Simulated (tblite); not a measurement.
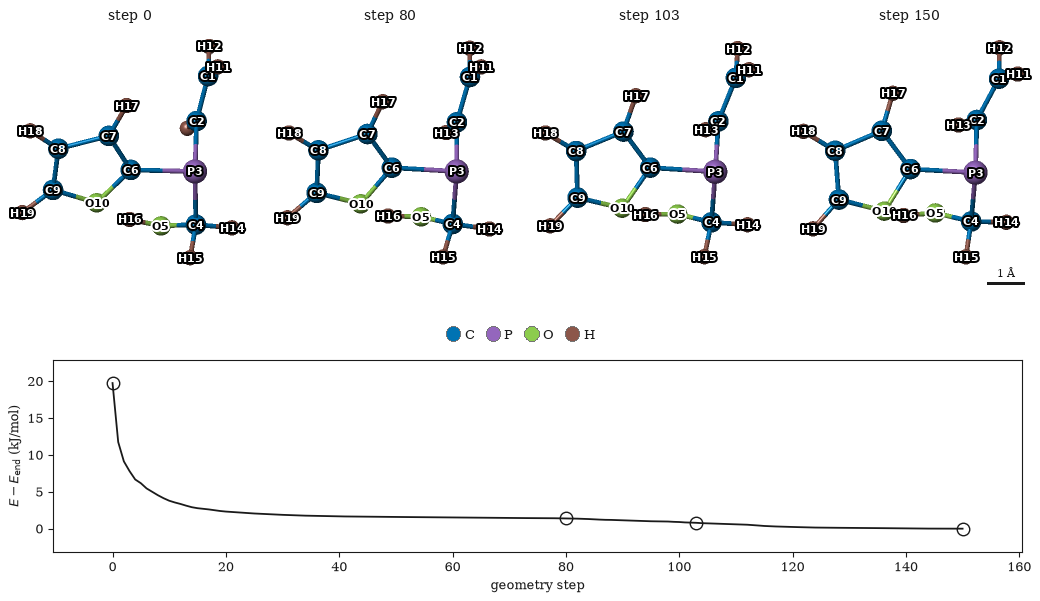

Frames of a relaxation of C₇H₉O₂P, marked on the history of the run. Style: ball-and-stick. Shown at a tilt.

The calculation used GFN2-xTB geometry optimisation, gas phase in tblite. 

> What happens along the run?

The energy falls by 19.7 kJ/mol in 150 geometry steps. The largest move after the best rigid fit is that of H17, 0.98 Å. Largest moves by element: H 0.98 Å, O 0.57 Å, C 0.49 Å, P 0.09 Å. Some distances before and after: P3–C4 1.839 → 1.885 Å, C4–O5 1.442 → 1.399 Å, C2–P3 1.857 → 1.825 Å, C2–H13 1.107 → 1.084 Å. Bond angles that change, for instance: P3–C6–O10 124.2° → 118.4°, P3–C6–C7 125.9° → 131.4°, O5–C4–H15 106.7° → 111.8°. Groups turn about P3–C6 by about 30°. From step 0 to 80: O5 moves most (0.25 Å), energy −18.4 kJ/mol. From step 80 to 103: H17 moves most (0.44 Å), energy −0.59 kJ/mol. From step 103 to 150: H17 moves most (0.38 Å), energy −0.80 kJ/mol.

```csv
step,"E − E(0), kJ/mol"
0,0.00
1,-8.00
2,-10.62
3,-11.94
4,-13.08
5,-13.58
6,-14.28
7,-14.75
8,-15.21
9,-15.61
10,-15.96
17,-17.14
25,-17.69
32,-17.93
39,-18.07
47,-18.14
54,-18.18
62,-18.24
69,-18.29
76,-18.32
84,-18.44
91,-18.64
98,-18.78
106,-19.05
113,-19.26
121,-19.54
128,-19.63
135,-19.67
143,-19.73
150,-19.75
```
